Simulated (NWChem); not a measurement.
# N2H4 (SMILES NN): levels of theory compared

Wanted: a comparison of 6 runs (HF/3-21G, B3LYP/6-31G*, TPSSh/6-31G**, MP2/6-311G**, CCSD/6-31G**) of N2H4. 

The calculation is run with NWChem 7.3.0.

## (1) The molecule

N2H4 has 6 atoms, charge 0, and is taken as a singlet. SMILES: `NN`. The shape is that of a PBE0-D4/def2-TZVP optimisation. This is one conformer, not always the lowest.

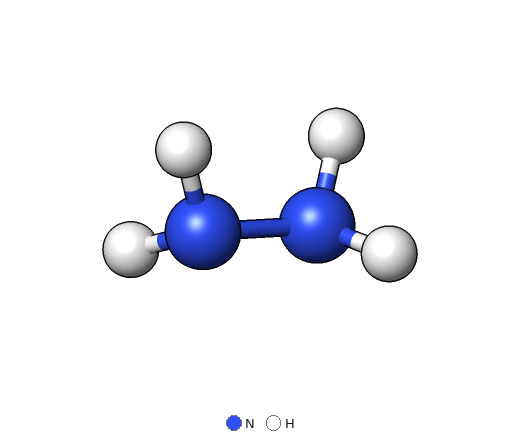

Viewed from a chosen angle; nitrogen blue, hydrogen white.

## (2) Energy and forces at HF/3-21G (run 1)

h4n2.nw

```
start h4n2
title "H4N2 gradient"
memory stack 880 mb heap 220 mb global 1100 mb
charge 0

geometry noautosym nocenter noautoz
   N    -0.135100   -0.701700    0.195900
   N     0.447300    0.583800    0.089900
   H    -1.076200   -0.737600   -0.180500
   H     0.438700   -1.352200   -0.322700
   H     0.103900    1.104700   -0.709700
   H     0.221500    1.102900    0.927100
end

basis spherical bse
   * library 3-21G
end

scf
   thresh 1e-08
   maxiter 80
   print medium
end

task scf gradient
```

The run is started by

```
$ nwchem h4n2.nw > h4n2.out
```

The program printed:

```text
[...]
  functions       =    26
[...]
  wavefunction    = RHF
[...]
         Total SCF energy =   -110.547893609099
      One-electron energy =   -232.936324063219
      Two-electron energy =     80.554716407718
 Nuclear repulsion energy =     41.833714046401
        Time for solution =      0.1s
[...]
                         RHF ENERGY GRADIENTS
    atom               coordinates                        gradient
                 x          y          z           x          y          z
   1 N      -0.255302  -1.326021   0.370197    0.012050   0.032552   0.013203
   2 N       0.845274   1.103222   0.169886   -0.000095  -0.037065  -0.002264
   3 H      -2.033723  -1.393862  -0.341096   -0.001884  -0.000254  -0.005248
   4 H       0.829023  -2.555287  -0.609815    0.000806  -0.001116  -0.007076
   5 H       0.196343   2.087580  -1.341139   -0.004768   0.002766  -0.000845
   6 H       0.418574   2.084179   1.751965   -0.006108   0.003118   0.002230
[...]
```

It took 0.68 s on 1 thread of Intel Xeon 6975P-C (Granite Rapids), shared host; peak memory 0.099 GiB.

## (3) Energy and gradient at B3LYP/6-31G(d) (spherical functions) (run 2)

geom.nw

```
start geom
title "H4N2 gradient"
memory 2200 mb
charge 0

geometry units bohr noautosym nocenter noautoz
  N   -0.25530200  -1.32602082   0.37019735
  N    0.84527450   1.10322211   0.16988638
  H   -2.03372326  -1.39386199  -0.34109557
  H    0.82902285  -2.55528767  -0.60981462
  H    0.19634254   2.08758045  -1.34113863
  H    0.41857434   2.08417894   1.75196509
end

basis spherical bse
  N library 6-31G*
  H library 6-31G*
end

dft
  xc b3lyp
  grid xfine
  convergence energy 1e-08
  iterations 100
  mulliken
end

task dft gradient
```

The run is started by

```
$ nwchem geom.nw > geom.out
```

The program printed:

```text
[...]
          Wavefunction type:  closed shell.
          No. of atoms     :     6
          No. of electrons :    18
[...]
          Charge           :     0
          Spin multiplicity:     1
[...]
          AO basis - number of functions:    36
[...]
              XC Information
              --------------
                         B3LYP Method XC Potential
                     Hartree-Fock (Exact) Exchange  0.200
                        Slater Exchange Functional  0.800 local
                    Becke 1988 Exchange Functional  0.720 non-local
              Lee-Yang-Parr Correlation Functional  0.810
                  VWN I RPA Correlation Functional  0.190 local
[...]
 d= 0,ls=0.0,diis     1   -111.8266880031 -1.54D+02  1.39D-02  2.45D-01     0.7
[...]
 d= 0,ls=0.0,diis     7   -111.8537444979 -4.48D-09  1.26D-06  5.56D-10     4.4
         Total DFT energy =     -111.853744497879
      One electron energy =     -233.977919557631
           Coulomb energy =       95.638263577994
    Exchange-Corr. energy =      -15.347799529351
 Nuclear repulsion energy =       41.833711011109
[...]
  wavefunction    = closed shell
                         DFT ENERGY GRADIENTS
    atom               coordinates                        gradient
                 x          y          z           x          y          z
   1 N      -0.255302  -1.326021   0.370197    0.001690   0.003853  -0.007502
   2 N       0.845275   1.103222   0.169886   -0.008394  -0.001322   0.001358
   3 H      -2.033723  -1.393862  -0.341096    0.004760   0.000931   0.002778
   4 H       0.829023  -2.555288  -0.609815   -0.002260   0.002572   0.003184
   5 H       0.196343   2.087580  -1.341139    0.002264  -0.003584   0.003651
   6 H       0.418574   2.084179   1.751965    0.001940  -0.002451  -0.003469
[...]
```

It took 6 s on 1 thread of Intel Xeon 6975P-C (Granite Rapids), shared host; peak memory 0.13 GiB.

Runs 3 to 5 aren't shown in full; the table further down has their settings and results.

## (4) A single-point energy at CCSD/6-31G(d,p) (spherical functions) (run 6)

mymol.nw

```
start mymol
title "H4N2"
memory stack 880 mb heap 220 mb global 1100 mb

geometry units atomic noautosym nocenter noautoz
 N  -0.25530200 -1.32602082  0.37019735
 N   0.84527450  1.10322211  0.16988638
 H  -2.03372326 -1.39386199 -0.34109557
 H   0.82902285 -2.55528767 -0.60981462
 H   0.19634254  2.08758045 -1.34113863
 H   0.41857434  2.08417894  1.75196509
end

basis spherical bse
 * library 6-31G**
end

scf
 thresh 1e-08
 maxiter 80
 print low
end

ccsd
 freeze core 2
 maxiter 60
end

task ccsd energy
```

The run is started by

```
$ nwchem mymol.nw > mymol.out
```

The program printed:

```text
[...]
  functions       =    48
[...]
  wavefunction    = RHF
[...]
         Total SCF energy =   -111.182434153189
      One-electron energy =   -233.772073315479
      Two-electron energy =     80.755928151181
 Nuclear repulsion energy =     41.833711011109
        Time for solution =      1.0s
[...]
 Total MP2 energy:           -111.531221172861251
[...]
             energy      energy      error      ampl     ampl      Block
                                                time     time      time
[...]
 Total CCSD energy:           -111.555310131957725
[...]
```

It took 6.6 s on 1 thread of Intel Xeon 6975P-C (Granite Rapids), shared host; peak memory 0.11 GiB.

## (5) The series

```csv
run,level,iteration cap,module,energy (Eh),dipole moment (D),HOMO energy (eV),LUMO energy (eV),wall time
1,HF/3-21G,80,scf,-110.547894,2.46,-10.63,7.27,0.68 s
2,B3LYP/6-31G* (spherical functions),100,dft,-111.853744,2.10,-6.43,2.20,6 s
3,B3LYP/6-31G* (Cartesian functions),100,dft,-111.856017,2.11,-6.44,2.17,6.6 s
4,TPSSh/6-31G** (spherical functions),100,dft,-111.864501,2.05,-5.88,2.28,11 s
5,MP2/6-311G**,80,mp2,-111.583492,2.03,-10.93,4.28,6 s
6,CCSD/6-31G** (spherical functions),80,ccsd,-111.555310,–,–,–,6.6 s
```

## (6) Outcome

| quantity | value |
| --- | --- |
| run 6: total energy | -111.55531 Eh |
| run 6: correlation energy (2 core orbitals frozen) | -372.9 mEh |

**Reading.** Over runs 1, 2, 3, 4, 5 the dipole moment (its size) runs from 2.03 D (MP2/6-311G**) to 2.46 D (HF/3-21G). The two ends differ in method and basis. Over runs 1, 2, 3, 4 the HOMO–LUMO gap runs from 8.16 eV (TPSSh/6-31G**) to 17.90 eV (HF/3-21G). Totals of different functionals can't be ranked against each other. All runs together took 37 s, the longest 11 s.
